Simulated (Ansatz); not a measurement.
# Cu₁₈N: molecular dynamics (part 1 of 2)

Cu₁₈N (slab, 19 atoms in the cell), computed with DFT PBE-D3(BJ), scalar-relativistic, plane waves, PAW, PAW set soft_1, no spin polarisation (Ansatz 0.2.0).

The input holds or restrains some coordinates. It belongs to a series of runs on one base structure; here: dynamics from the last frame of the run before. Figures and captions count atoms from 1; the log counts them from 0 in places.

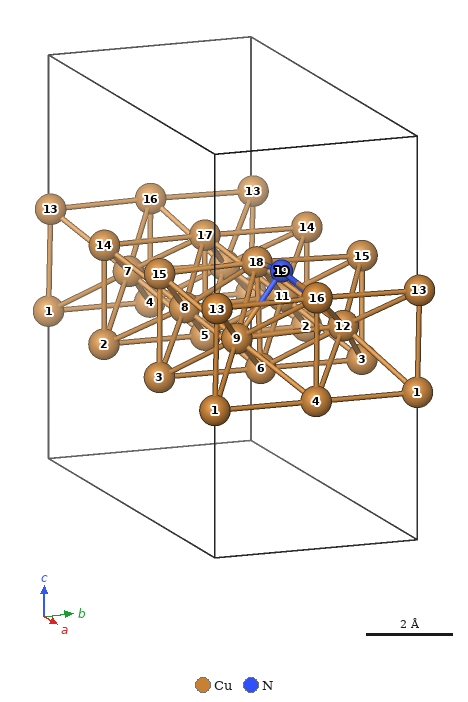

Figure 1. The starting structure (ball-and-stick view of the cell of the calculation, with the vacuum cut short, seen slightly off an axis; atoms are numbered from 1 in the order of the input). An atom can appear more than once, as a periodic image. Near neighbours in the periodic cell (some may lie outside the picture): Cu has 7 Cu at 2.40 to 2.72 Å; Cu has 10 Cu at 2.41 to 2.69 Å; Cu has 10 Cu at 2.44 to 2.67 Å and 1 N at 1.91 to 2.10 Å; Cu has 7 Cu at 2.40 to 2.72 Å and 1 N at 1.80 to 1.93 Å; N has 4 Cu at 1.80 to 2.10 Å.

### Results in brief

| quantity | value |
| --- | --- |
| outcome | finished |
| mean temperature over the second half | 1142 K |
| trajectory | 70 steps, 70 fs |
| ensemble | nvt_langevin |
| temperature in the input | 1800.0 K |
| time step | 1 fs |
| electrons treated | 347 |
| potential energy (free energy of the electrons) (last step) | −119627.9493 eV |
| Fermi energy (last step) | 0.772 eV |
| largest force (length of the vector) (last step), held atoms and coordinates included | 2.327 eV/Å |
| hardware | 4 threads of Arm Neoverse V1, 24 GiB of memory available, shared host |
| wall time | 32 min (CPU time 1.6 h) |
| peak memory | 3 GiB |

The cell holds an odd number of electrons but the run has no spin polarisation, so a band is left half filled. So short a trajectory is not equilibrated. The temperature stays far from the 1800 K of the thermostat over the second half: the run isn't equilibrated.

### Input
```yaml
crystal:
  lattice:
    - [10.83, 0.0, 0.0]
    - [0.0, 5.105311, 0.0]
    - [0.0, 0.0, 15.552655]
  atoms:
    - { symbol: Cu, position: [0.0, 0.0, 0.0642977] }
    - { symbol: Cu, position: [0.3333333, 0.0, 0.0642977] }
    - { symbol: Cu, position: [0.6666667, 0.0, 0.0642977] }
    - { symbol: Cu, position: [0.0, 0.5, 0.0642977] }
    - { symbol: Cu, position: [0.3333333, 0.5, 0.0642977] }
    - { symbol: Cu, position: [0.6666667, 0.5, 0.0642977] }
    - { symbol: Cu, position: [0.16704711, 0.25745675, 0.14454568] }
    - { symbol: Cu, position: [0.49916973, 0.26153715, 0.1396089] }
    - { symbol: Cu, position: [0.83105863, 0.24691667, 0.14312297] }
    - { symbol: Cu, position: [0.16785323, 0.73150198, 0.14094494] }
    - { symbol: Cu, position: [0.49424533, 0.75018475, 0.14298029] }
    - { symbol: Cu, position: [0.83528064, 0.76974936, 0.14900398] }
    - { symbol: Cu, position: [0.00683891, 0.00471263, 0.22355621] }
    - { symbol: Cu, position: [0.33939292, -0.00294449, 0.21894693] }
    - { symbol: Cu, position: [0.65029261, 0.01411345, 0.22234273] }
    - { symbol: Cu, position: [0.00602556, 0.49954868, 0.22605311] }
    - { symbol: Cu, position: [0.32713987, 0.50329436, 0.21851424] }
    - { symbol: Cu, position: [0.66467567, 0.48200026, 0.22969078] }
    - { symbol: "N", position: [0.82951138, 0.46945859, 0.24151926] }
basis:
  ecutwfc: 420.0
kpoints:
  mp_grid: { grid: [2, 3, 1] }
hamiltonian:
  xc: pbe
  dispersion: d3bj
  pseudopotentials: { kind: paw, azcp: { folder: soft_1 } }
scf:
  occupations: { method: fermi_dirac, width: 0.05 }
  lower_state_search: "off"
md:
  timestep: 1
  n_steps: 70
  ensemble: nvt_langevin
  temperature: 1800.0
  initial_velocities: maxwell_boltzmann
  seed: 800139
  friction: 0.005
  constraints: [{ sites: [0, 1, 2, 3, 4, 5] }]
```

Launched with:
```bash
ansatz run input.yaml --threads 4 --pin off --max-ram 10240MiB --backend cpu --events-out ev --progress --plain --runs-dir out
```

### Output
```
Warning: md: disabling space-group detection — thermal motion breaks the input geometry's symmetry, so no spatial operation reduces the k-mesh or symmetrises the density; time reversal is kept, so that k and −k are solved as one point where they differ and the mesh holds both, and exact exchange and, on two spinor components, a DFT+U term hold to it where the run has them: on two components no moment then forms, and a state that bears one, which a typed moment (crystal.atoms[].spin; refused beside efield: under a hybrid functional) reaches, can lie lower, under hf by electronvolts; crystal.symmetry.detect: false (a key that needs symmetry detection or time reversal refuses this as the deck is read) with time_reversal: false beside it drops time reversal too
Engine: ansatz 0.2.0, aarch64-unknown-linux-gnu
Pseudopotentials: kind: paw
Pseudopotential: Cu, paw, valence charge 19, recommended cutoff 420 eV (normal), [file]
Pseudopotential: N, paw, valence charge 5, recommended cutoff 420 eV (normal), [file]
Functional definition: PBE
  parameter kappa = 0.804
  parameter beta = 0.06672455060314922
  exchange = pbe_x(kappa = kappa, mu = beta*pi^2/3)
  correlation = pbe_c(beta = beta)
Crystal: 19 atoms, lattice volume = 859.914 Å³
Basis set: ecut = 420 eV, 16787 PW (Γ), exchange–correlation on 150×72×216 points (8 copies of the dense FFT grid, shifted against one another)
Bands: 209, of which v1, the nominal top of the filled ones, is band 174 counted from 1 (173 counted from 0)
Symmetry: 1 space group operations
k-points: 4 of 6 (time reversal used)
Non-local potential: Cu, projectors of the file, l = 0: 3, l = 1: 2, l = 2: 3, l = 3: 1
Non-local potential: N, projectors of the file, l = 0: 2, l = 1: 2, l = 2: 1
PAW form: soft (Blöchl's): semilocal exchange-correlation on the pseudo side does not see the compensation charge
PAW one-centre angular grid: Cu, 590 points (default); XC on 64 Gauss nodes
PAW one-centre angular grid: N, 110 points (default); XC on 64 Gauss nodes
Initial density: superposition of atomic densities (neutral atoms: chi_scale 0, normalization atom)
Initial wavefunctions: pseudopotential atomic-orbital guess
Functional: x = pbe(κ = 0.804, μ = 0.2195149727645171), c = pbe(β = 0.06672455060314922)
SCF iter   1: F=—  HF=-119646.074771 eV  |F-HF|=—  |Δ(HF+E_count)|=         —  Δρ=1.24e-1  dr2=9.26e1  ethr=3.10e-3  ⟨swp⟩=9.5  Hψ=3967  notcnv=0  defer=22
preconditioner: auto → LDOS  [metal: Δε(μ)=0.031 eV  Ē_g=6.619 eV  σ=0.050 eV  W_gap=0.15  n_scr=180 (ndim 8)  ℏωp=18.0 eV  f_vac=0.652  D(μ)=10.56/eV (n_scr^D=52)  β→1.0]
SCF iter   2: F=—  HF=-119699.252684 eV  |F-HF|=—  |Δ(HF+E_count)|=    5.32e1  Δρ=2.11e-1  dr2=2.11e2  ethr=3.10e-3  ⟨swp⟩=4.0  Hψ=2546  notcnv=0  defer=92  recentre
SCF iter   3: F=—  HF=-119632.232515 eV  |F-HF|=—  |Δ(HF+E_count)|=    6.70e1  Δρ=4.47e-2  dr2=1.47e1  ethr=3.10e-3  ⟨swp⟩=4.0  Hψ=2172  notcnv=0  defer=104
SCF iter   4: F=—  HF=-119630.132289 eV  |F-HF|=—  |Δ(HF+E_count)|=    2.10e0  Δρ=1.90e-2  dr2=1.86e0  ethr=3.10e-3  ⟨swp⟩=2.2  Hψ=1380  notcnv=0  defer=99
SCF iter   5: F=—  HF=-119629.924436 eV  |F-HF|=—  |Δ(HF+E_count)|=   2.08e-1  Δρ=6.39e-3  dr2=3.26e-1  ethr=5.36e-4  ⟨swp⟩=2.0  Hψ=1413  notcnv=0  defer=99
SCF iter   6: F=—  HF=-119629.931470 eV  |F-HF|=—  |Δ(HF+E_count)|=   7.03e-3  Δρ=3.74e-3  dr2=9.64e-2  ethr=9.39e-5  ⟨swp⟩=2.0  Hψ=1211  notcnv=0  defer=99
SCF iter   7: F=—  HF=-119629.930074 eV  |F-HF|=—  |Δ(HF+E_count)|=   1.40e-3  Δρ=1.90e-3  dr2=2.60e-2  ethr=2.78e-5  ⟨swp⟩=2.0  Hψ=1176  notcnv=0  defer=99
SCF iter   8: F=—  HF=-119629.930628 eV  |F-HF|=—  |Δ(HF+E_count)|=   5.55e-4  Δρ=1.01e-3  dr2=8.42e-3  ethr=7.48e-6  ⟨swp⟩=2.0  Hψ=1055  notcnv=0  defer=99
SCF iter   9: F=—  HF=-119629.931278 eV  |F-HF|=—  |Δ(HF+E_count)|=   6.50e-4  Δρ=5.02e-4  dr2=2.12e-3  ethr=2.43e-6  ⟨swp⟩=2.0  Hψ=1139  notcnv=0  defer=99
SCF iter  10: F=—  HF=-119629.931912 eV  |F-HF|=—  |Δ(HF+E_count)|=   6.34e-4  Δρ=2.74e-4  dr2=6.09e-4  ethr=6.12e-7  ⟨swp⟩=2.0  Hψ=1121  notcnv=0  defer=99
SCF iter  11: F=—  HF=-119629.932207 eV  |F-HF|=—  |Δ(HF+E_count)|=   2.95e-4  Δρ=1.25e-4  dr2=1.41e-4  ethr=1.76e-7  ⟨swp⟩=2.0  Hψ=1124  notcnv=0  defer=99
SCF iter  12: F=—  HF=-119629.932319 eV  |F-HF|=—  |Δ(HF+E_count)|=   1.13e-4  Δρ=9.73e-5  dr2=6.97e-5  ethr=4.06e-8  ⟨swp⟩=2.0  Hψ=1141  notcnv=0  defer=99
SCF iter  13: F=—  HF=-119629.932375 eV  |F-HF|=—  |Δ(HF+E_count)|=   5.59e-5  Δρ=3.77e-5  dr2=1.61e-5  ethr=2.01e-8  ⟨swp⟩=2.0  Hψ=1097  notcnv=0  defer=99
SCF iter  14: F=—  HF=-119629.932447 eV  |F-HF|=—  |Δ(HF+E_count)|=   7.22e-5  Δρ=2.43e-5  dr2=5.17e-6  ethr=4.65e-9  ⟨swp⟩=2.0  Hψ=1178  notcnv=0  defer=99
SCF iter  15: F=—  HF=-119629.932453 eV  |F-HF|=—  |Δ(HF+E_count)|=   5.49e-6  Δρ=1.79e-5  dr2=2.35e-6  ethr=1.49e-9  ⟨swp⟩=2.0  Hψ=1137  notcnv=0  defer=99
SCF iter  16: F=—  HF=-119629.932455 eV  |F-HF|=—  |Δ(HF+E_count)|=   2.05e-6  Δρ=9.06e-6  dr2=8.92e-7  ethr=6.78e-10  ⟨swp⟩=2.0  Hψ=1123  notcnv=0  defer=99
SCF iter  17: F=—  HF=-119629.932456 eV  |F-HF|=—  |Δ(HF+E_count)|=   1.12e-6  Δρ=5.17e-6  dr2=2.72e-7  ethr=2.57e-10  ⟨swp⟩=2.0  Hψ=1133  notcnv=0  defer=99
SCF iter  18: F=—  HF=-119629.932457 eV  |F-HF|=—  |Δ(HF+E_count)|=   4.50e-7  Δρ=3.33e-6  dr2=9.37e-8  ethr=7.84e-11  ⟨swp⟩=2.0  Hψ=1118  notcnv=0  defer=99
SCF iter  19: F=—  HF=-119629.932457 eV  |F-HF|=—  |Δ(HF+E_count)|=   1.98e-7  Δρ=1.88e-6  dr2=2.93e-8  ethr=2.70e-11  ⟨swp⟩=2.0  Hψ=1135  notcnv=0  defer=99
SCF iter  20: F=-119629.932457 eV  HF=-119629.932457 eV  |F-HF|=5.25e-8  |Δ(HF+E_count)|=   6.91e-8  Δρ=1.13e-6  dr2=1.17e-8  ethr=5.48e-12  ⟨swp⟩=4.0  Hψ=2604  notcnv=0
SCF 1 converged in 20 iterations: F = -119629.932457 eV  dr2 = 1.17e-8
  greatest PAW one-centre occupation: 1.000 electrons in one spin orbital (limit 2), on the Cu atom at site 12 (counted from 0), in its partial waves of l = 0
md step     0: t =     0.00 fs  T =  1800.0 K  F+E_penalty+E_count = -119629.93245686 eV  E_kin = 3.024684 eV  (20 SCF iters)
Initial density: handed on by an earlier stage of this run
Initial wavefunctions: those handed on with the density
iter 1 solved again at ethr=1.50e-6 eV; its pass at ethr=3.10e-3 eV (dr2=5.21e-3 eV) is discarded
SCF iter   1: F=—  HF=-119629.936714 eV  |F-HF|=—  |Δ(HF+E_count)|=         —  Δρ=9.91e-4  dr2=4.64e-3  ethr=1.50e-6  ⟨swp⟩=5.0  Hψ=4172  notcnv=0
preconditioner: auto → LDOS  [insulator: Δε(μ)=0.188 eV  Ē_g=7.327 eV  σ=0.050 eV  W_gap=0.56  n_scr=180 (ndim 8)  ℏωp=18.0 eV  f_vac=0.656  D(μ)=10.10/eV (n_scr^D=48)  ε∞_Penn≈7.1  β→1.0]
SCF iter   2: F=—  HF=-119629.935843 eV  |F-HF|=—  |Δ(HF+E_count)|=   8.71e-4  Δρ=7.02e-4  dr2=2.87e-3  ethr=1.34e-6  ⟨swp⟩=3.0  Hψ=1606  notcnv=0
SCF iter   3: F=—  HF=-119629.935919 eV  |F-HF|=—  |Δ(HF+E_count)|=   7.64e-5  Δρ=7.48e-4  dr2=2.97e-3  ethr=8.27e-7  ⟨swp⟩=2.0  Hψ=1630  notcnv=0  defer=12
SCF iter   4: F=—  HF=-119629.935490 eV  |F-HF|=—  |Δ(HF+E_count)|=   4.30e-4  Δρ=2.73e-4  dr2=4.32e-4  ethr=8.27e-7  ⟨swp⟩=2.0  Hψ=1172  notcnv=0  defer=12
SCF iter   5: F=—  HF=-119629.935445 eV  |F-HF|=—  |Δ(HF+E_count)|=   4.50e-5  Δρ=1.32e-4  dr2=1.08e-4  ethr=1.24e-7  ⟨swp⟩=2.0  Hψ=1190  notcnv=0  defer=12
SCF iter   6: F=—  HF=-119629.935445 eV  |F-HF|=—  |Δ(HF+E_count)|=   4.94e-7  Δρ=4.82e-5  dr2=2.02e-5  ethr=3.12e-8  ⟨swp⟩=2.0  Hψ=1313  notcnv=0  defer=12
SCF iter   7: F=—  HF=-119629.935585 eV  |F-HF|=—  |Δ(HF+E_count)|=   1.40e-4  Δρ=3.29e-5  dr2=8.46e-6  ethr=5.82e-9  ⟨swp⟩=2.0  Hψ=1202  notcnv=0  defer=12
SCF iter   8: F=—  HF=-119629.935589 eV  |F-HF|=—  |Δ(HF+E_count)|=   3.30e-6  Δρ=1.12e-5  dr2=1.47e-6  ethr=2.44e-9  ⟨swp⟩=2.0  Hψ=1217  notcnv=0  defer=12
[...]
md step     1: t =     1.00 fs  T =  1825.1 K  F+E_penalty+E_count = -119629.93559097 eV  E_kin = 3.066829 eV  (12 SCF iters)
[... from here on the SCF iterations and repeated set-up lines of each step are left out, up to the last step ...]
md step     2: t =     2.00 fs  T =  1780.7 K  F+E_penalty+E_count = -119629.93359968 eV  E_kin = 2.992239 eV  (12 SCF iters)
md step     3: t =     3.00 fs  T =  1807.1 K  F+E_penalty+E_count = -119629.92497183 eV  E_kin = 3.036636 eV  (12 SCF iters)
md step     4: t =     4.00 fs  T =  1782.4 K  F+E_penalty+E_count = -119629.91085584 eV  E_kin = 2.995087 eV  (12 SCF iters)
md step     5: t =     5.00 fs  T =  1783.9 K  F+E_penalty+E_count = -119629.89190806 eV  E_kin = 2.997601 eV  (8 SCF iters)
md step     6: t =     6.00 fs  T =  1825.0 K  F+E_penalty+E_count = -119629.86979403 eV  E_kin = 3.066672 eV  (8 SCF iters)
md step     7: t =     7.00 fs  T =  1896.9 K  F+E_penalty+E_count = -119629.84545783 eV  E_kin = 3.187542 eV  (8 SCF iters)
md step     8: t =     8.00 fs  T =  1861.4 K  F+E_penalty+E_count = -119629.81793549 eV  E_kin = 3.127892 eV  (8 SCF iters)
md step     9: t =     9.00 fs  T =  1871.9 K  F+E_penalty+E_count = -119629.78609983 eV  E_kin = 3.145521 eV  (7 SCF iters)
md step    10: t =    10.00 fs  T =  1755.0 K  F+E_penalty+E_count = -119629.75071233 eV  E_kin = 2.949043 eV  (12 SCF iters)
md step    11: t =    11.00 fs  T =  1768.5 K  F+E_penalty+E_count = -119629.71475883 eV  E_kin = 2.971750 eV  (9 SCF iters)
md step    12: t =    12.00 fs  T =  1776.4 K  F+E_penalty+E_count = -119629.67479230 eV  E_kin = 2.985013 eV  (7 SCF iters)
md step    13: t =    13.00 fs  T =  1759.6 K  F+E_penalty+E_count = -119629.63074217 eV  E_kin = 2.956872 eV  (8 SCF iters)
md step    14: t =    14.00 fs  T =  1774.0 K  F+E_penalty+E_count = -119629.58214106 eV  E_kin = 2.980965 eV  (7 SCF iters)
md step    15: t =    15.00 fs  T =  1777.8 K  F+E_penalty+E_count = -119629.52489001 eV  E_kin = 2.987436 eV  (8 SCF iters)
md step    16: t =    16.00 fs  T =  1703.5 K  F+E_penalty+E_count = -119629.45999761 eV  E_kin = 2.862561 eV  (8 SCF iters)
md step    17: t =    17.00 fs  T =  1733.6 K  F+E_penalty+E_count = -119629.38781906 eV  E_kin = 2.913056 eV  (8 SCF iters)
md step    18: t =    18.00 fs  T =  1779.0 K  F+E_penalty+E_count = -119629.30650637 eV  E_kin = 2.989434 eV  (8 SCF iters)
md step    19: t =    19.00 fs  T =  1771.5 K  F+E_penalty+E_count = -119629.21562302 eV  E_kin = 2.976870 eV  (7 SCF iters)
md step    20: t =    20.00 fs  T =  1769.0 K  F+E_penalty+E_count = -119629.11859306 eV  E_kin = 2.972618 eV  (12 SCF iters)
md step    21: t =    21.00 fs  T =  1684.5 K  F+E_penalty+E_count = -119629.01980099 eV  E_kin = 2.830609 eV  (8 SCF iters)
md step    22: t =    22.00 fs  T =  1608.1 K  F+E_penalty+E_count = -119628.92400020 eV  E_kin = 2.702194 eV  (7 SCF iters)
md step    23: t =    23.00 fs  T =  1477.5 K  F+E_penalty+E_count = -119628.83529631 eV  E_kin = 2.482820 eV  (7 SCF iters)
md step    24: t =    24.00 fs  T =  1427.3 K  F+E_penalty+E_count = -119628.75123347 eV  E_kin = 2.398322 eV  (7 SCF iters)
md step    25: t =    25.00 fs  T =  1334.2 K  F+E_penalty+E_count = -119628.66862854 eV  E_kin = 2.241933 eV  (7 SCF iters)
md step    26: t =    26.00 fs  T =  1315.4 K  F+E_penalty+E_count = -119628.58764808 eV  E_kin = 2.210381 eV  (8 SCF iters)
md step    27: t =    27.00 fs  T =  1290.5 K  F+E_penalty+E_count = -119628.51150211 eV  E_kin = 2.168521 eV  (7 SCF iters)
md step    28: t =    28.00 fs  T =  1263.9 K  F+E_penalty+E_count = -119628.43977251 eV  E_kin = 2.123758 eV  (7 SCF iters)
md step    29: t =    29.00 fs  T =  1297.8 K  F+E_penalty+E_count = -119628.36775663 eV  E_kin = 2.180785 eV  (6 SCF iters)
md step    30: t =    30.00 fs  T =  1257.7 K  F+E_penalty+E_count = -119628.29717245 eV  E_kin = 2.113465 eV  (11 SCF iters)
md step    31: t =    31.00 fs  T =  1313.3 K  F+E_penalty+E_count = -119628.22953315 eV  E_kin = 2.206882 eV  (7 SCF iters)
md step    32: t =    32.00 fs  T =  1320.5 K  F+E_penalty+E_count = -119628.16053353 eV  E_kin = 2.218910 eV  (7 SCF iters)
md step    33: t =    33.00 fs  T =  1374.9 K  F+E_penalty+E_count = -119628.08776537 eV  E_kin = 2.310277 eV  (7 SCF iters)
md step    34: t =    34.00 fs  T =  1328.7 K  F+E_penalty+E_count = -119628.01043709 eV  E_kin = 2.232680 eV  (7 SCF iters)
md step    35: t =    35.00 fs  T =  1207.4 K  F+E_penalty+E_count = -119627.93123751 eV  E_kin = 2.028942 eV  (7 SCF iters)
md step    36: t =    36.00 fs  T =  1177.3 K  F+E_penalty+E_count = -119627.85429533 eV  E_kin = 1.978278 eV  (7 SCF iters)
md step    37: t =    37.00 fs  T =  1155.3 K  F+E_penalty+E_count = -119627.77932048 eV  E_kin = 1.941322 eV  (7 SCF iters)
md step    38: t =    38.00 fs  T =  1185.8 K  F+E_penalty+E_count = -119627.70533049 eV  E_kin = 1.992520 eV  (8 SCF iters)
md step    39: t =    39.00 fs  T =  1217.5 K  F+E_penalty+E_count = -119627.63295727 eV  E_kin = 2.045793 eV  (7 SCF iters)
md step    40: t =    40.00 fs  T =  1186.1 K  F+E_penalty+E_count = -119627.56429785 eV  E_kin = 1.993138 eV  (11 SCF iters)
md step    41: t =    41.00 fs  T =  1162.7 K  F+E_penalty+E_count = -119627.50135997 eV  E_kin = 1.953809 eV  (7 SCF iters)
md step    42: t =    42.00 fs  T =  1102.5 K  F+E_penalty+E_count = -119627.44464917 eV  E_kin = 1.852580 eV  (7 SCF iters)
md step    43: t =    43.00 fs  T =  1039.9 K  F+E_penalty+E_count = -119627.39695836 eV  E_kin = 1.747367 eV  (8 SCF iters)
md step    44: t =    44.00 fs  T =   990.9 K  F+E_penalty+E_count = -119627.35964786 eV  E_kin = 1.665124 eV  (7 SCF iters)
md step    45: t =    45.00 fs  T =   961.0 K  F+E_penalty+E_count = -119627.33327778 eV  E_kin = 1.614815 eV  (7 SCF iters)
md step    46: t =    46.00 fs  T =   911.2 K  F+E_penalty+E_count = -119627.31757380 eV  E_kin = 1.531085 eV  (7 SCF iters)
md step    47: t =    47.00 fs  T =   839.3 K  F+E_penalty+E_count = -119627.31050539 eV  E_kin = 1.410385 eV  (7 SCF iters)
md step    48: t =    48.00 fs  T =   810.0 K  F+E_penalty+E_count = -119627.30950041 eV  E_kin = 1.361025 eV  (7 SCF iters)
md step    49: t =    49.00 fs  T =   896.0 K  F+E_penalty+E_count = -119627.31481973 eV  E_kin = 1.505557 eV  (7 SCF iters)
md step    50: t =    50.00 fs  T =   935.1 K  F+E_penalty+E_count = -119627.32740623 eV  E_kin = 1.571395 eV  (10 SCF iters)
md step    51: t =    51.00 fs  T =   951.3 K  F+E_penalty+E_count = -119627.34558211 eV  E_kin = 1.598545 eV  (6 SCF iters)
md step    52: t =    52.00 fs  T =   979.3 K  F+E_penalty+E_count = -119627.37071903 eV  E_kin = 1.645525 eV  (7 SCF iters)
md step    53: t =    53.00 fs  T =   975.9 K  F+E_penalty+E_count = -119627.40062095 eV  E_kin = 1.639949 eV  (6 SCF iters)
md step    54: t =    54.00 fs  T =   994.6 K  F+E_penalty+E_count = -119627.43557467 eV  E_kin = 1.671240 eV  (7 SCF iters)
md step    55: t =    55.00 fs  T =  1047.5 K  F+E_penalty+E_count = -119627.47474230 eV  E_kin = 1.760138 eV  (6 SCF iters)
md step    56: t =    56.00 fs  T =  1133.0 K  F+E_penalty+E_count = -119627.51681710 eV  E_kin = 1.903841 eV  (7 SCF iters)
md step    57: t =    57.00 fs  T =  1168.3 K  F+E_penalty+E_count = -119627.56159506 eV  E_kin = 1.963191 eV  (6 SCF iters)
md step    58: t =    58.00 fs  T =  1186.5 K  F+E_penalty+E_count = -119627.60702266 eV  E_kin = 1.993834 eV  (7 SCF iters)
md step    59: t =    59.00 fs  T =  1244.6 K  F+E_penalty+E_count = -119627.65234508 eV  E_kin = 2.091474 eV  (7 SCF iters)
md step    60: t =    60.00 fs  T =  1178.3 K  F+E_penalty+E_count = -119627.69504920 eV  E_kin = 1.979992 eV  (10 SCF iters)
md step    61: t =    61.00 fs  T =  1238.7 K  F+E_penalty+E_count = -119627.73539435 eV  E_kin = 2.081469 eV  (7 SCF iters)
md step    62: t =    62.00 fs  T =  1307.3 K  F+E_penalty+E_count = -119627.77358682 eV  E_kin = 2.196794 eV  (6 SCF iters)
md step    63: t =    63.00 fs  T =  1382.3 K  F+E_penalty+E_count = -119627.80853635 eV  E_kin = 2.322779 eV  (7 SCF iters)
md step    64: t =    64.00 fs  T =  1326.4 K  F+E_penalty+E_count = -119627.84022732 eV  E_kin = 2.228852 eV  (7 SCF iters)
md step    65: t =    65.00 fs  T =  1340.0 K  F+E_penalty+E_count = -119627.86682175 eV  E_kin = 2.251750 eV  (7 SCF iters)
md step    66: t =    66.00 fs  T =  1392.9 K  F+E_penalty+E_count = -119627.88717405 eV  E_kin = 2.340654 eV  (6 SCF iters)
md step    67: t =    67.00 fs  T =  1376.7 K  F+E_penalty+E_count = -119627.90536179 eV  E_kin = 2.313462 eV  (7 SCF iters)
md step    68: t =    68.00 fs  T =  1338.2 K  F+E_penalty+E_count = -119627.92275376 eV  E_kin = 2.248757 eV  (6 SCF iters)
md step    69: t =    69.00 fs  T =  1396.7 K  F+E_penalty+E_count = -119627.93783008 eV  E_kin = 2.346938 eV  (7 SCF iters)
[...]
iter 1 solved again at ethr=6.03e-7 eV; its pass at ethr=3.10e-3 eV (dr2=2.09e-3 eV) is discarded
SCF iter   1: F=—  HF=-119627.949705 eV  |F-HF|=—  |Δ(HF+E_count)|=         —  Δρ=6.84e-4  dr2=1.87e-3  ethr=6.03e-7  ⟨swp⟩=2.8  Hψ=4157  notcnv=0
preconditioner: auto → LDOS  [metal: Δε(μ)=0.042 eV  Ē_g=7.195 eV  σ=0.050 eV  W_gap=0.20  n_scr=180 (ndim 8)  ℏωp=18.0 eV  f_vac=0.648  D(μ)=7.72/eV (n_scr^D=24)  β→1.0]
SCF iter   2: F=—  HF=-119627.949732 eV  |F-HF|=—  |Δ(HF+E_count)|=   2.67e-5  Δρ=7.63e-4  dr2=3.10e-3  ethr=5.40e-7  ⟨swp⟩=2.2  Hψ=1641  notcnv=0
SCF iter   3: F=—  HF=-119627.949462 eV  |F-HF|=—  |Δ(HF+E_count)|=   2.70e-4  Δρ=5.37e-4  dr2=1.50e-3  ethr=5.40e-7  ⟨swp⟩=2.2  Hψ=1641  notcnv=0
SCF iter   4: F=—  HF=-119627.949218 eV  |F-HF|=—  |Δ(HF+E_count)|=   2.43e-4  Δρ=1.69e-4  dr2=1.49e-4  ethr=4.31e-7  ⟨swp⟩=2.0  Hψ=1320  notcnv=0
SCF iter   5: F=—  HF=-119627.949184 eV  |F-HF|=—  |Δ(HF+E_count)|=   3.41e-5  Δρ=4.60e-5  dr2=1.12e-5  ethr=4.31e-8  ⟨swp⟩=2.0  Hψ=1414  notcnv=0
SCF iter   6: F=—  HF=-119627.949339 eV  |F-HF|=—  |Δ(HF+E_count)|=   1.55e-4  Δρ=1.16e-5  dr2=1.08e-6  ethr=3.22e-9  ⟨swp⟩=2.0  Hψ=1490  notcnv=0
SCF iter   7: F=—  HF=-119627.949341 eV  |F-HF|=—  |Δ(HF+E_count)|=   2.09e-6  Δρ=8.66e-6  dr2=5.14e-7  ethr=3.10e-10  ⟨swp⟩=2.0  Hψ=1438  notcnv=0
SCF iter   8: F=—  HF=-119627.949342 eV  |F-HF|=—  |Δ(HF+E_count)|=   5.82e-7  Δρ=2.91e-6  dr2=6.86e-8  ethr=1.48e-10  ⟨swp⟩=2.0  Hψ=1166  notcnv=0
SCF iter   9: F=-119627.949342 eV  HF=-119627.949342 eV  |F-HF|=9.53e-8  |Δ(HF+E_count)|=   2.86e-7  Δρ=1.48e-6  dr2=1.64e-8  ethr=5.48e-12  ⟨swp⟩=4.0  Hψ=2646  notcnv=0
SCF 71 converged in 9 iterations: F = -119627.949342 eV  dr2 = 1.64e-8
md step    70: t =    70.00 fs  T =  1359.8 K  F+E_penalty+E_count = -119627.94934196 eV  E_kin = 2.285037 eV  (9 SCF iters)
```
